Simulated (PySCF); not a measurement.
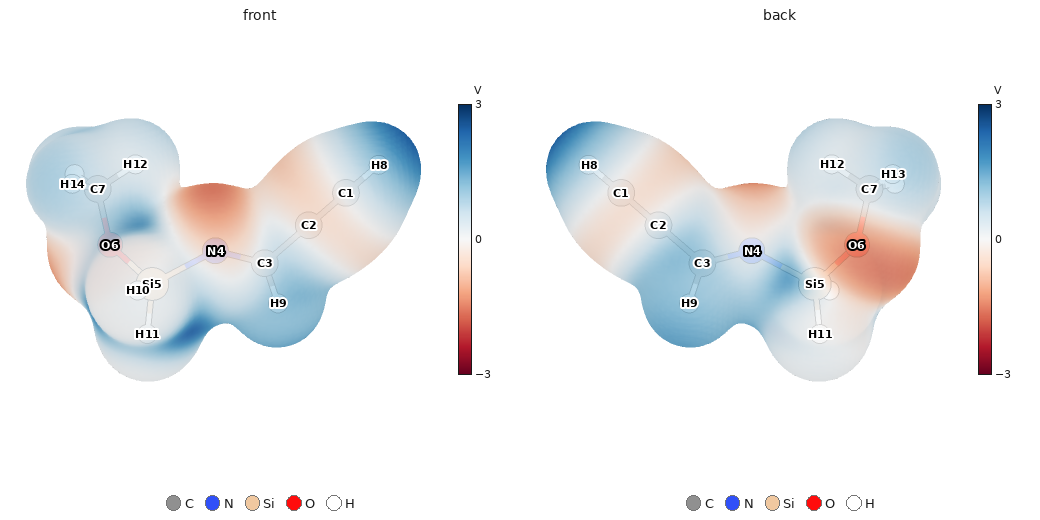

*C4H7NOSi (SMILES C#C/C=N/[SiH2]OC). The molecular electrostatic potential painted on the density surface at 0.004 e/bohr³, seen from the front and from behind; the colour scale runs from red (negative) to blue (positive).*

Geometry: GFN2-xTB.

Computed with CAM-B3LYP/def2-SVPD, SCF density, gas phase in PySCF.

Input file:

```
{"job": {"kind": "uv", "xc": "CAM-B3LYP", "basis": "def2-SVPD", "nstates": 8, "ntriplets": 3}, "charge": 0, "multiplicity": 1}
C      3.741948     0.701421     0.119125
C      2.775468    -0.013118     0.130855
C      1.634840    -0.853051     0.132897
N      0.484668    -0.400488     0.353678
Si    -1.099719    -1.068046     0.443597
O     -2.068538    -0.220066    -0.540239
C     -2.246509     1.161340    -0.605725
H      4.590057     1.320864     0.109029
H      1.855184    -1.910302    -0.074934
H     -1.409042    -0.907220     1.866162
H     -1.354978    -2.395617    -0.098138
H     -1.286425     1.680394    -0.637241
H     -2.809016     1.386680    -1.513490
H     -2.808614     1.516736     0.262390
```

Launched as:

```sh
OMP_NUM_THREADS=1 python probes_run.py task.json out
```

Which sites attract a positive test charge, and which a negative one?

Answer. A positive charge is drawn to the negative regions and a negative charge to the positive ones. The most negative region (about −1.6 V) lies over N4 and O6, the most positive (about +2.4 V) over Si5 and H8.

How polar is the molecule by this calculation?

Answer. Its dipole moment is 1.61 D.
